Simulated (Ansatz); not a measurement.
Calculation: PBE (plane waves to 420 eV, PAW; Ansatz, a quantum-chemistry and plane-wave program).

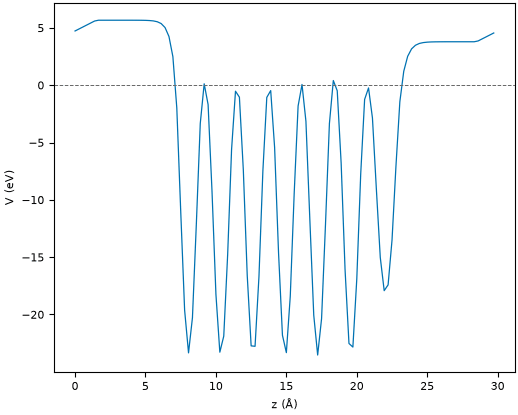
*Plane-averaged electrostatic potential energy along the normal, in eV from the Fermi level, for a constructed model of the (111) surface of fcc Pt, a pseudomorphic layer of In in the other hollow (bottom of the slab: a bare face, its two planes held)*

Set-up: 7 atoms, 13.9 Å thick at the start; mesh 15x15x1; 0.1 eV smearing; dipole correction on; 2 atoms held, the rest relaxed; start symmetry kept, larger cells not searched; no spin, no spin-orbit, no U. In PBE it is, or lies within 0.01 eV a 1x1 cell of, the lowest of the 2 structures of its composition computed so far; larger cells were not tried.

**Question.** The surface cell has an area of 6.82 Å². What dipole along the normal does the step between the two vacuum levels imply?

**Answer.** the top vacuum level lies 1.88 eV below the bottom one; p = −ε₀ A ΔV (ε₀ = 0.005526 e/(V·Å)) gives 0.07 e·Å a cell.
